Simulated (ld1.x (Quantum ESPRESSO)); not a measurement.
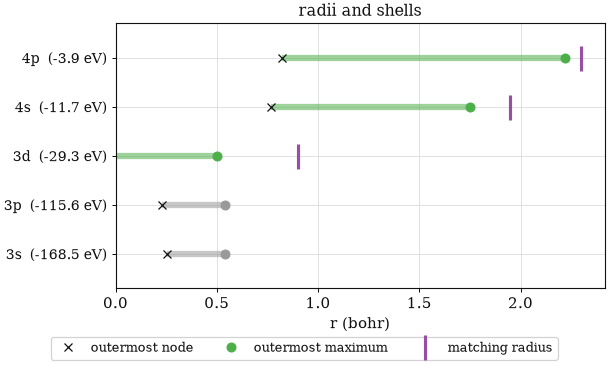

*Outer shells of the all-electron reference atom: each bar runs from the outermost node (or the nucleus) to the outermost maximum of u(r); the tick is the radius chosen for the pseudo-wave. Shells without a tick have no pseudo-wave of their own. Levels, nodes and maxima are from ld1.x, scalar-relativistic.*

- Radii against the shells: 3d: 0.90 bohr, outside the maximum; 4s: 1.95 bohr, outside the maximum; 4p: 2.30 bohr, outside the maximum.

Ge: pseudopotential generation (part 1 of 2)

Germanium (Ge, Z = 32), core [Ar], reference valence 3d10 4s2 4p2, valence charge 14. Computed at this level: RRKJ potential, PBE, scalar-relativistic, made with ld1.x (Quantum ESPRESSO) 7.5.

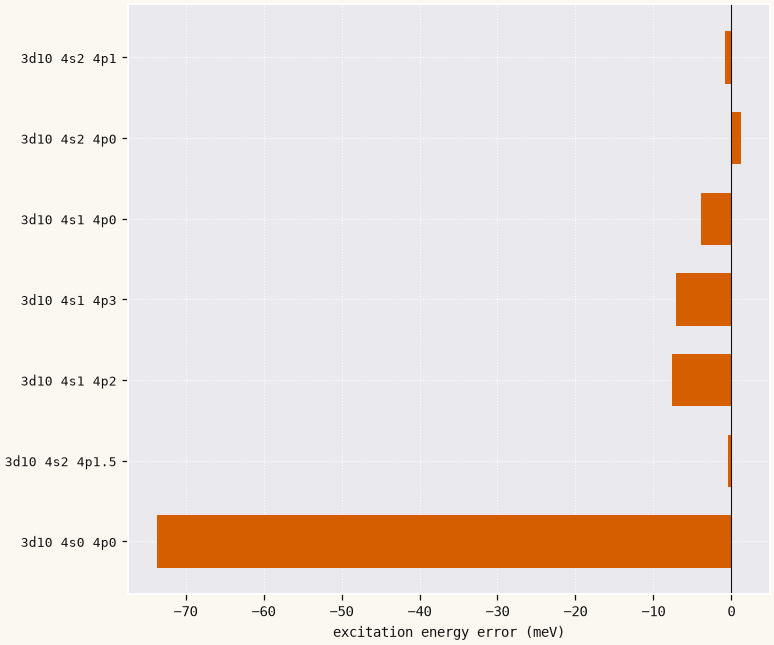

*Errors, all-electron minus pseudo, of the energies of valence configurations relative to the unpolarised reference 3d10 4s2 4p2.*

- Worst configuration: 3d10 4s0 4p0 (charge +4): the error is -74 meV on an all-electron energy of +104.02 eV relative to the reference, or 0.071 %.
- Errors in meV: 3d10 4s2 4p1: -0.8; 3d10 4s2 4p0: +1.2; 3d10 4s1 4p0: -3.9; 3d10 4s1 4p3: -7.1; 3d10 4s1 4p2: -7.6; 3d10 4s2 4p1.5: -0.4; 3d10 4s0 4p0: -74.
- Configurations within 10 meV and within 50 meV: 6 and 6 of 7.

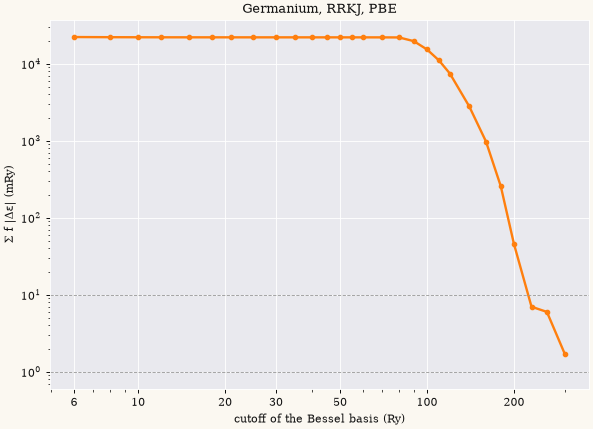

*The pseudo-atom Hamiltonian at the reference potential is diagonalised in spherical Bessel functions (20 bohr box) up to the cutoff. Curve: occupation-weighted sum of the valence levels' distances from their values at 400 Ry.*

- Cutoffs for 10 and 1 mRy in the occupation-weighted sum of levels: 230 Ry and over 300 Ry, on the ladder of cutoffs that was run.
- Error at 120 Ry: about 7500 mRy.

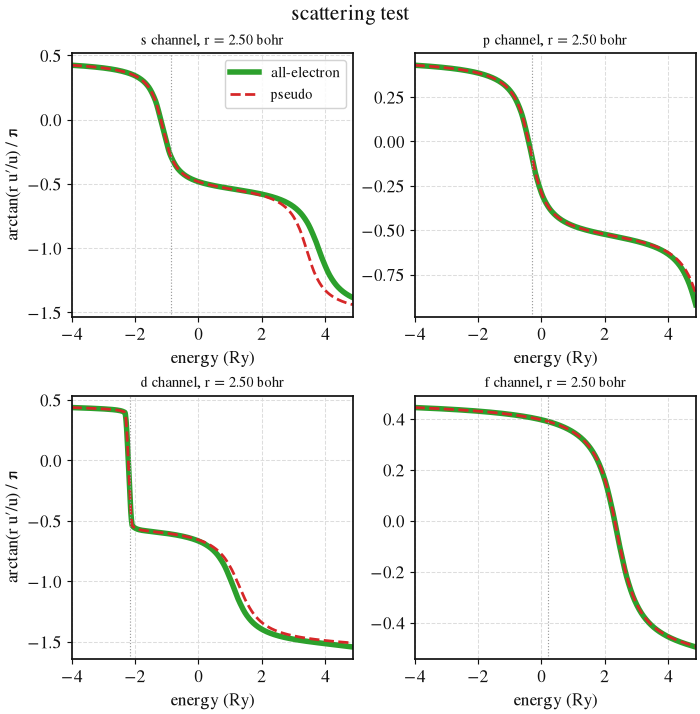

*Unwrapped phase arctan(r u′/u) in units of π against energy, all-electron (solid) and pseudo (dashed); the pseudo phase is matched to the all-electron one at the reference energy. Here u = r R(r). A near-vertical step is a level narrower than the spacing of the points behind the curves. The dotted line marks the reference energy of the channel.*

- Range over which the phases agree within 0.05 rad: s: up to about 2.3 Ry; p: up to about 4.3 Ry; d: up to about 0.2 Ry; f: over the whole range drawn.
- Ghost states: the plot shows none: the two phases stay within 0.86 rad of each other in all channels drawn. The separate test gives: no ghost state below the valence levels in the p, d, f, s channels.

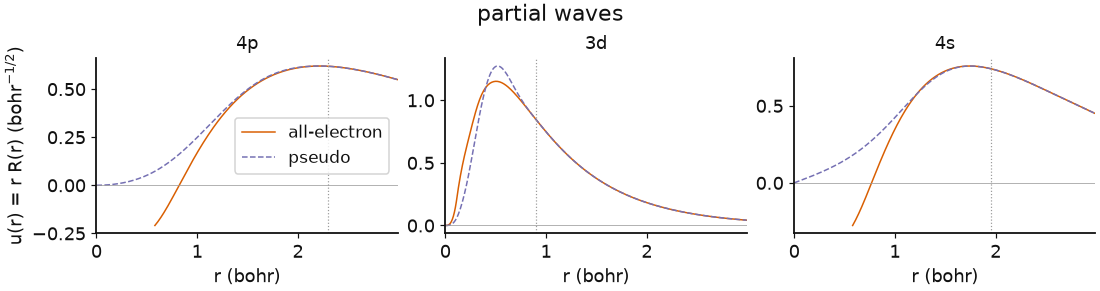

*All-electron valence functions (solid) with their pseudo partners (dashed). Dotted lines mark the matching radii. The innermost oscillations of some all-electron curves aren't drawn.*

Pseudo-waves: 4p has no node; 3d has no node; 4s has no node.

These pictures come from the run below.

## The input
```
 &input
   title='Ge', zed=32., rel=1, dft='PBE', iswitch=3,
   config='[Ar] 3d10 4s2 4p2 4f-2',
   nld=4, rlderiv=2.50, eminld=-4.0, emaxld=5.0, deld=0.02
 /
 &inputp
   pseudotype=2, tm=.false., lloc=0,
   nlcc=.true., rcore=0.60,
   file_pseudopw='Ge.UPF', file_wfcaegen='ae.wfc', file_wfcncgen='nc.wfc', file_beta='beta', file_chi='chi'
 /
4
4P  2  1   2.00   0.00  2.30  2.30  0.0
3D  3  2  10.00   0.00  0.90  0.90  0.0
4F  4  3  -2.00   0.20  2.15  2.15  0.0
4S  1  0   2.00   0.00  1.95  1.95  0.0
 &test
   configts(1)='3d10 4s2 4p2'
 /
```

## Input of the test run
```
 &input
   title='Ge', zed=32., rel=1, dft='PBE', iswitch=2,
   config='[Ar] 3d10 4s2 4p2 4f-2'
 /
 &test
   file_pseudo='Ge.UPF', nconf=8,
   configts(1)='3d10 4s2 4p2',
   configts(2)='3d10 4s2 4p1',
   configts(3)='3d10 4s2 4p0',
   configts(4)='3d10 4s1 4p0',
   configts(5)='3d10 4s1 4p3',
   configts(6)='3d10 4s1 4p2',
   configts(7)='3d10 4s2 4p1.5',
   configts(8)='3d10 4s0 4p0'
 /
```

Command:
```bash
ld1.x < Ge.in > Ge.out
```

## The program's output
```
     Program LD1 v.7.5
     --------------------------- All-electron run ----------------------------

     Ge
     scalar relativistic calculation

     atomic number is 32.00
     dft =PBE   lsd =0 sic =0 latt =0  beta=0.20 tr2=1.0E-14
     Exchange-correlation= PBE
                           (   1   4   3   4   0   0   0)
     mesh =1207 r(mesh) = 100.41023 a.u. xmin = -7.00 dx = 0.01250
     1 Ry =  13.60569312 eV, c = 137.03599908

     n l     nl                  e(Ry)          e(Ha)          e(eV)
     1 0     1S 1( 2.00)      -805.6314      -402.8157    -10961.1741
     2 0     2S 1( 2.00)      -100.8250       -50.4125     -1371.7939
     2 1     2P 1( 6.00)       -88.1036       -44.0518     -1198.7111
     3 0     3S 1( 2.00)       -12.3839        -6.1919      -168.4909
     3 1     3P 1( 6.00)        -8.4979        -4.2490      -115.6205
     3 2     3D 1(10.00)        -2.1543        -1.0772       -29.3109
     4 0     4S 1( 2.00)        -0.8622        -0.4311       -11.7311
     4 1     4P 1( 2.00)        -0.2863        -0.1431        -3.8953

     final scf error:  3.0E-15 reached in  36 iterations

     Etot =   -4197.669992 Ry,   -2098.834996 Ha,  -57112.209742 eV

     Ekin =    4273.695468 Ry,    2136.847734 Ha,   58146.589038 eV
     Encl =  -10116.689522 Ry,   -5058.344761 Ha, -137644.573051 eV
     Eh   =    1804.321722 Ry,     902.160861 Ha,   24549.047641 eV
     Exc  =    -158.997660 Ry,     -79.498830 Ha,   -2163.273369 eV

     normalization and overlap integrals

     s(1S/1S) =  1.000000  <r> =   0.0470  <r2> =    0.0030  r(max) =   0.0309
     s(2S/2S) =  1.000000  <r> =   0.2100  <r2> =    0.0520  r(max) =   0.1754
     s(2P/2P) =  1.000000  <r> =   0.1837  <r2> =    0.0414  r(max) =   0.1418
     s(3S/3S) =  1.000000  <r> =   0.6242  <r2> =    0.4495  r(max) =   0.5402
     s(3P/3P) =  1.000000  <r> =   0.6470  <r2> =    0.4929  r(max) =   0.5402
     s(3D/3D) =  1.000000  <r> =   0.7365  <r2> =    0.6969  r(max) =   0.5012
     s(4S/4S) =  1.000000  <r> =   2.1162  <r2> =    5.1841  r(max) =   1.7494
     s(4P/4P) =  1.000000  <r> =   2.8993  <r2> =   10.0650  r(max) =   2.2184

     ------------------------ End of All-electron run ------------------------

     --------------------- Generating NC pseudopotential ---------------------

      Generating local pot.: lloc=0, matching radius rcloc =   1.9500

      Computing core charge for nlcc:

       r > 0.60 : true rho core
       r < 0.60 : rho core = a sin(br)/r    a=  30.87  b=   3.75

      Integrated core pseudo-charge :   8.99

      Wfc   4P  rcut= 2.303  Estimated cut-off energy=       32.81 Ry
      This function has    0 nodes for 0 < r <    2.303

      Wfc   3D  rcut= 0.891  Estimated cut-off energy=      294.87 Ry
      This function has    0 nodes for 0 < r <    0.891

      Wfc   4F  rcut= 2.137  Estimated cut-off energy=       61.11 Ry
      This function has    0 nodes for 0 < r <    2.137

     ------------------- End of pseudopotential generation -------------------

     --------------------------- All-electron run ----------------------------

     Ge
     scalar relativistic calculation

     atomic number is 32.00
     dft =PBE   lsd =0 sic =0 latt =0  beta=0.20 tr2=1.0E-14
     Exchange-correlation= PBE
                           (   1   4   3   4   0   0   0)
     mesh =1207 r(mesh) = 100.41023 a.u. xmin = -7.00 dx = 0.01250
     1 Ry =  13.60569312 eV, c = 137.03599908

     n l     nl                  e(Ry)          e(Ha)          e(eV)
     1 0     1S 1( 2.00)      -805.6314      -402.8157    -10961.1741
     2 0     2S 1( 2.00)      -100.8250       -50.4125     -1371.7939
     2 1     2P 1( 6.00)       -88.1036       -44.0518     -1198.7111
     3 0     3S 1( 2.00)       -12.3839        -6.1919      -168.4909
     3 1     3P 1( 6.00)        -8.4979        -4.2490      -115.6205
     3 2     3D 1(10.00)        -2.1543        -1.0772       -29.3109
     4 0     4S 1( 2.00)        -0.8622        -0.4311       -11.7311
     4 1     4P 1( 2.00)        -0.2863        -0.1431        -3.8953

     final scf error:  3.0E-15 reached in  36 iterations

     Etot =   -4197.669992 Ry,   -2098.834996 Ha,  -57112.209742 eV

     Ekin =    4273.695468 Ry,    2136.847734 Ha,   58146.589038 eV
     Encl =  -10116.689522 Ry,   -5058.344761 Ha, -137644.573051 eV
     Eh   =    1804.321722 Ry,     902.160861 Ha,   24549.047641 eV
     Exc  =    -158.997660 Ry,     -79.498830 Ha,   -2163.273369 eV

     normalization and overlap integrals

     s(1S/1S) =  1.000000  <r> =   0.0470  <r2> =    0.0030  r(max) =   0.0309
     s(2S/2S) =  1.000000  <r> =   0.2100  <r2> =    0.0520  r(max) =   0.1754
     s(2P/2P) =  1.000000  <r> =   0.1837  <r2> =    0.0414  r(max) =   0.1418
     s(3S/3S) =  1.000000  <r> =   0.6242  <r2> =    0.4495  r(max) =   0.5402
     s(3P/3P) =  1.000000  <r> =   0.6470  <r2> =    0.4929  r(max) =   0.5402
     s(3D/3D) =  1.000000  <r> =   0.7365  <r2> =    0.6969  r(max) =   0.5012
     s(4S/4S) =  1.000000  <r> =   2.1162  <r2> =    5.1841  r(max) =   1.7494
     s(4P/4P) =  1.000000  <r> =   2.8993  <r2> =   10.0650  r(max) =   2.2184

     ------------------------ End of All-electron run ------------------------

     Computing logarithmic derivative in   2.49811
     Computing logarithmic derivative in   2.49811
     Computing the partial wave expansion
       no projector for channel:   0
     R is outside the sphere for l=    1 j= 0.00
     R is outside the sphere for l=    2 j= 0.00
     R is outside the sphere for l=    3 j= 0.00

     ---------------------- Testing the pseudopotential ----------------------

     Ge
     scalar relativistic calculation

     atomic number is 32.00   valence charge is 14.00
     dft =PBE   lsd =0 sic =0 latt =0  beta=0.20 tr2=1.0E-14
     mesh =1207 r(mesh) = 100.41023 xmin = -7.00 dx = 0.01250

     n l     nl             e AE (Ry)        e PS (Ry)    De AE-PS (Ry)
     3 2     3D   1(10.00)       -2.15431       -2.15431        0.00000
     1 0     4S   1( 2.00)       -0.86222       -0.86223        0.00000
     2 1     4P   1( 2.00)       -0.28630       -0.28630        0.00000

     eps = 8.1E-15  iter = 18

     Etot =   -4197.669992 Ry,   -2098.834996 Ha,  -57112.209742 eV
     Etotps =  -207.333179 Ry,    -103.666589 Ha,   -2820.911606 eV

     Ekin =     249.573847 Ry,     124.786923 Ha,    3395.625170 eV
     Encl =    -285.690135 Ry,    -142.845067 Ha,   -3887.012300 eV
     Ehrt =     166.336649 Ry,      83.168325 Ha,    2263.125404 eV
     Ecxc =     -53.098198 Ry,     -26.549099 Ha,    -722.437793 eV
     (Ecc =     -20.889764 Ry,     -10.444882 Ha,    -284.219720 eV)
     Epseu=    -284.455342 Ry,    -142.227671 Ha,   -3870.212087 eV

     ---------------------- End of pseudopotential test ----------------------
```

## Output of the test run (extracts)
```
     ---------------------- Testing the pseudopotential ----------------------

     Ge
     scalar relativistic calculation

     atomic number is 32.00   valence charge is 14.00
     dft =PBE   lsd =0 sic =0 latt =0  beta=0.20 tr2=1.0E-14
     mesh =1207 r(mesh) = 100.41023 xmin = -7.00 dx = 0.01250

     n l     nl             e AE (Ry)        e PS (Ry)    De AE-PS (Ry)
     3 2     3D   1(10.00)       -2.15431       -2.15431        0.00000
     1 0     4S   1( 2.00)       -0.86222       -0.86223        0.00000
     2 1     4P   1( 2.00)       -0.28630       -0.28630        0.00000

     eps = 3.4E-15  iter = 24

     Etot =   -4197.669992 Ry,   -2098.834996 Ha,  -57112.209742 eV
     Etotps =  -207.333178 Ry,    -103.666589 Ha,   -2820.911600 eV

     Ekin =     249.573848 Ry,     124.786924 Ha,    3395.625191 eV
     Encl =    -285.690134 Ry,    -142.845067 Ha,   -3887.012298 eV
     Ehrt =     166.336649 Ry,      83.168325 Ha,    2263.125405 eV
     Ecxc =     -53.098198 Ry,     -26.549099 Ha,    -722.437794 eV
     (Ecc =     -20.889764 Ry,     -10.444882 Ha,    -284.219720 eV)
     Epseu=    -284.455343 Ry,    -142.227671 Ha,   -3870.212104 eV

     ---------------------- End of pseudopotential test ----------------------

     ---------------------- Testing the pseudopotential ----------------------

     Ge
     scalar relativistic calculation

     atomic number is 32.00   valence charge is 14.00
     dft =PBE   lsd =0 sic =0 latt =0  beta=0.20 tr2=1.0E-14
     mesh =1207 r(mesh) = 100.41023 xmin = -7.00 dx = 0.01250

     n l     nl             e AE (Ry)        e PS (Ry)    De AE-PS (Ry)
     3 2     3D   1(10.00)       -2.81637       -2.81026       -0.00611  !
     1 0     4S   1( 2.00)       -1.45956       -1.45934       -0.00022
     2 1     4P   1( 1.00)       -0.82628       -0.82621       -0.00007

     eps = 5.5E-15  iter = 23

     Etot =   -4197.122869 Ry,   -2098.561434 Ha,  -57104.765750 eV
     Etotps =  -206.785996 Ry,    -103.392998 Ha,   -2813.466806 eV
     dEtot_ae =       0.547123 Ry
     dEtot_ps =       0.547182 Ry,   Delta E=      -0.000059 Ry

     Ekin =     249.313822 Ry,     124.656911 Ha,    3392.087354 eV
     Encl =    -276.396619 Ry,    -138.198309 Ha,   -3760.567575 eV
     Ehrt =     157.646370 Ry,      78.823185 Ha,    2144.888134 eV
     Ecxc =     -52.675360 Ry,     -26.337680 Ha,    -716.684790 eV
     (Ecc =     -20.889764 Ry,     -10.444882 Ha,    -284.219720 eV)
     Epseu=    -284.674209 Ry,    -142.337105 Ha,   -3873.189929 eV

     ---------------------- End of pseudopotential test ----------------------

     ---------------------- Testing the pseudopotential ----------------------

     Ge
     scalar relativistic calculation

     atomic number is 32.00   valence charge is 14.00
     dft =PBE   lsd =0 sic =0 latt =0  beta=0.20 tr2=1.0E-14
     mesh =1207 r(mesh) = 100.41023 xmin = -7.00 dx = 0.01250

     n l     nl             e AE (Ry)        e PS (Ry)    De AE-PS (Ry)
     3 2     3D   1(10.00)       -3.61570       -3.59772       -0.01798  !
     1 0     4S   1( 2.00)       -2.14976       -2.14895       -0.00082
     2 1     4P   1( 0.00)       -1.45571       -1.45503       -0.00069

     eps = 2.2E-16  iter = 14

     Etot =   -4195.988126 Ry,   -2097.994063 Ha,  -57089.326796 eV
     Etotps =  -205.651403 Ry,    -102.825701 Ha,   -2798.029878 eV
     dEtot_ae =       1.681865 Ry
     dEtot_ps =       1.681776 Ry,   Delta E=       0.000090 Ry

     Ekin =     248.998738 Ry,     124.499369 Ha,    3387.800421 eV
     Encl =    -265.185054 Ry,    -132.592527 Ha,   -3608.026468 eV
     Ehrt =     147.927706 Ry,      73.963853 Ha,    2012.658972 eV
     Ecxc =     -52.192435 Ry,     -26.096218 Ha,    -710.114255 eV
     (Ecc =     -20.889764 Ry,     -10.444882 Ha,    -284.219720 eV)
     Epseu=    -285.200358 Ry,    -142.600179 Ha,   -3880.348548 eV

     ---------------------- End of pseudopotential test ----------------------

     ---------------------- Testing the pseudopotential ----------------------

     Ge
     scalar relativistic calculation

     atomic number is 32.00   valence charge is 14.00
     dft =PBE   lsd =0 sic =0 latt =0  beta=0.20 tr2=1.0E-14
     mesh =1207 r(mesh) = 100.41023 xmin = -7.00 dx = 0.01250

     n l     nl             e AE (Ry)        e PS (Ry)    De AE-PS (Ry)
     3 2     3D   1(10.00)       -4.63739       -4.61476       -0.02263  !
     1 0     4S   1( 1.00)       -2.97339       -2.97500        0.00160
     2 1     4P   1( 0.00)       -2.20993       -2.20876       -0.00117

     eps = 3.3E-16  iter = 12

     Etot =   -4193.431031 Ry,   -2096.715516 Ha,  -57054.535744 eV
     Etotps =  -203.093933 Ry,    -101.546966 Ha,   -2763.233721 eV
     dEtot_ae =       4.238961 Ry
     dEtot_ps =       4.239246 Ry,   Delta E=      -0.000285 Ry

     Ekin =     249.823479 Ry,     124.911739 Ha,    3399.021588 eV
     Encl =    -250.876517 Ry,    -125.438258 Ha,   -3413.348896 eV
     Ehrt =     136.330207 Ry,      68.165103 Ha,    1854.866957 eV
     Ecxc =     -51.551545 Ry,     -25.775772 Ha,    -701.394495 eV
     (Ecc =     -20.889764 Ry,     -10.444882 Ha,    -284.219720 eV)
     Epseu=    -286.819557 Ry,    -143.409779 Ha,   -3902.378876 eV

     ---------------------- End of pseudopotential test ----------------------

     ---------------------- Testing the pseudopotential ----------------------

     Ge
     scalar relativistic calculation

     atomic number is 32.00   valence charge is 14.00
     dft =PBE   lsd =0 sic =0 latt =0  beta=0.20 tr2=1.0E-14
     mesh =1207 r(mesh) = 100.41023 xmin = -7.00 dx = 0.01250

     n l     nl             e AE (Ry)        e PS (Ry)    De AE-PS (Ry)
     3 2     3D   1(10.00)       -2.28210       -2.28781        0.00571  !
     1 0     4S   1( 1.00)       -0.93246       -0.93339        0.00094
     2 1     4P   1( 3.00)       -0.33685       -0.33679       -0.00006

     eps = 3.0E-15  iter = 24

     Etot =   -4197.084042 Ry,   -2098.542021 Ha,  -57104.237489 eV
     Etotps =  -206.746706 Ry,    -103.373353 Ha,   -2812.932234 eV
     dEtot_ae =       0.585950 Ry
     dEtot_ps =       0.586473 Ry,   Delta E=      -0.000523 Ry

     Ekin =     250.517922 Ry,     125.258961 Ha,    3408.469971 eV
     Encl =    -283.885245 Ry,    -141.942623 Ha,   -3862.455532 eV
     Ehrt =     164.735554 Ry,      82.367777 Ha,    2241.341397 eV
     Ecxc =     -52.982044 Ry,     -26.491022 Ha,    -720.857430 eV
     (Ecc =     -20.889764 Ry,     -10.444882 Ha,    -284.219720 eV)
     Epseu=    -285.132893 Ry,    -142.566446 Ha,   -3879.430640 eV

     ---------------------- End of pseudopotential test ----------------------
```

(Continued in part 2.) Outcome of the run: generated.
